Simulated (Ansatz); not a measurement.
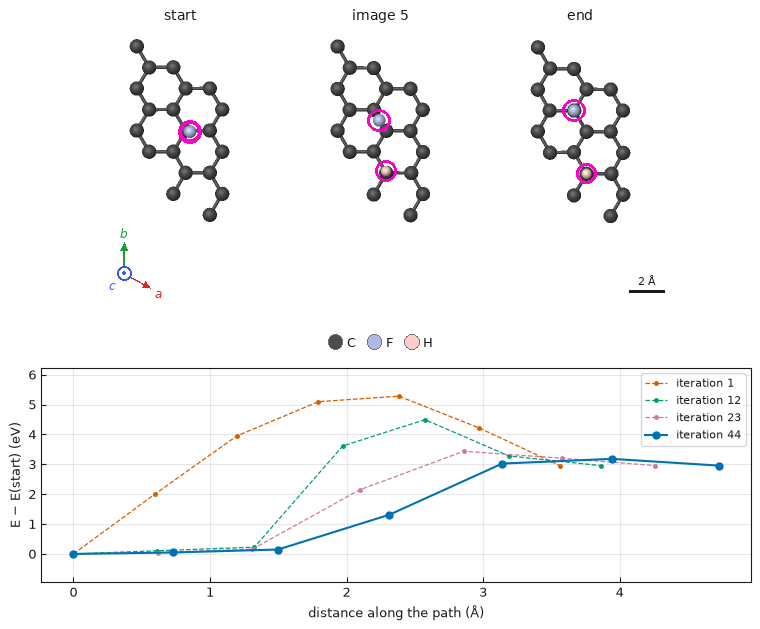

A nudged-elastic-band calculation for HF on graphene monolayer (20 atoms in the cell). Images are numbered from 0 (start) to 6 (end). The plot follows the band through its iterations. A ball-and-stick model of the simulation cell, with the vacuum cut short (origin moved), seen along the c axis. The atoms that move most are ringed. Bonds to atoms that aren't drawn are left out.

Computed with Ansatz 0.2.0, DFT PBE, scalar-relativistic, plane waves, PAW.

Input
```yaml
crystal:
  lattice:
    - [7.398, 0.0, 0.0]
    - [-3.699, 6.406856, 0.0]
    - [0.0, 0.0, 11.0]
  atoms:
    - { symbol: C, position: [-0.00261744, 0.00522852, 0.08396431] }
    - { symbol: C, position: [0.21761952, 0.11570664, 0.08380227] }
    - { symbol: C, position: [-0.00280542, 0.338311, 0.08372181] }
    - { symbol: C, position: [0.21747612, 0.44905787, 0.08380199] }
    - { symbol: C, position: [-0.00254769, 0.67165394, 0.08384276] }
    - { symbol: C, position: [0.2176405, 0.78249032, 0.08372612] }
    - { symbol: C, position: [0.33059578, 0.00498306, 0.08376941] }
    - { symbol: C, position: [0.55086191, 0.11571961, 0.08366299] }
    - { symbol: C, position: [0.33048969, 0.33827033, 0.08382622] }
    - { symbol: C, position: [0.55070063, 0.44873031, 0.08398453] }
    - { symbol: C, position: [0.33048743, 0.67167456, 0.08374558] }
    - { symbol: C, position: [0.55070732, 0.78256288, 0.08393536] }
    - { symbol: C, position: [0.66395993, 0.00510433, 0.08370474] }
    - { symbol: C, position: [0.88423497, 0.11580974, 0.08375669] }
    - { symbol: C, position: [0.66391606, 0.33824802, 0.08368019] }
    - { symbol: C, position: [0.88422398, 0.44903494, 0.08364878] }
    - { symbol: C, position: [0.66381784, 0.67161056, 0.08459343] }
    - { symbol: C, position: [0.88453289, 0.78258344, 0.0843204] }
    - { symbol: F, position: [0.70342651, 0.68288959, 0.3778971] }
    - { symbol: H, position: [0.70284569, 0.68417695, 0.29261553] }
basis:
  ecutwfc: 420.0
kpoints:
  mp_grid: { grid: [2, 2, 1] }
hamiltonian:
  xc: pbe
scf:
  occupations: { method: gaussian, width: 0.02 }
  lower_state_search: "off"
neb:
  images: 5
  f_tol: 0.03
  initial_path: idpp
  max_iterations: 44
  optimiser: lbfgs
  final_atoms:
    - { symbol: C, position: [0.00395118, 0.00059202, 0.0833125] }
    - { symbol: C, position: [0.22798047, 0.11260307, 0.08325726] }
    - { symbol: C, position: [0.00644363, 0.33641156, 0.07778767] }
    - { symbol: C, position: [0.22689544, 0.44732709, 0.07828191] }
    - { symbol: C, position: [0.00644466, 0.66725839, 0.07778972] }
    - { symbol: C, position: [0.22690007, 0.77679142, 0.07826512] }
    - { symbol: C, position: [0.33869854, 0.00102393, 0.08286857] }
    - { symbol: C, position: [0.55742372, 0.10671445, 0.0861685] }
    - { symbol: C, position: [0.33869872, 0.33489497, 0.08289017] }
    - { symbol: C, position: [0.5574365, 0.44793393, 0.08620378] }
    - { symbol: C, position: [0.33533397, 0.6662792, 0.08429138] }
    - { symbol: C, position: [0.55921941, 0.77822146, 0.11357959] }
    - { symbol: C, position: [0.67223456, 0.0022404, 0.08723528] }
    - { symbol: C, position: [0.89195591, 0.11077976, 0.08237284] }
    - { symbol: C, position: [0.67147249, 0.33434981, 0.10737812] }
    - { symbol: C, position: [0.89908627, 0.44816123, 0.08263894] }
    - { symbol: C, position: [0.67224461, 0.66722291, 0.08726008] }
    - { symbol: C, position: [0.89196116, 0.778412, 0.08238316] }
    - { symbol: F, position: [0.55880736, 0.7780737, 0.25876247] }
    - { symbol: H, position: [0.67162612, 0.33433826, 0.21000021] }
  order_check: true
```

Run as
```bash
ansatz run input.yaml --threads 1 --pin off --max-ram 3072MiB --backend cpu --events-out ev --progress --plain --runs-dir out
```

**How did the profile develop, and is the result final?**

The result isn't final. The band hadn't converged when the run stopped after 44 iterations. The barrier read from it is provisional, though the highest image hardly moved in the last two iterations. The first iteration put the highest image at 5.28 eV. The energy climbs by 3.18 eV to image 5 and then falls by 0.23 eV, so the end point sits at +2.96 eV.

Limits of the set-up: the periodic images lie only 7.4 Å apart, so the values are limited by the cell's size.

The run took 21 min on 1 thread of Arm Neoverse V2, with other jobs on the host, peak memory 0.93 GiB.
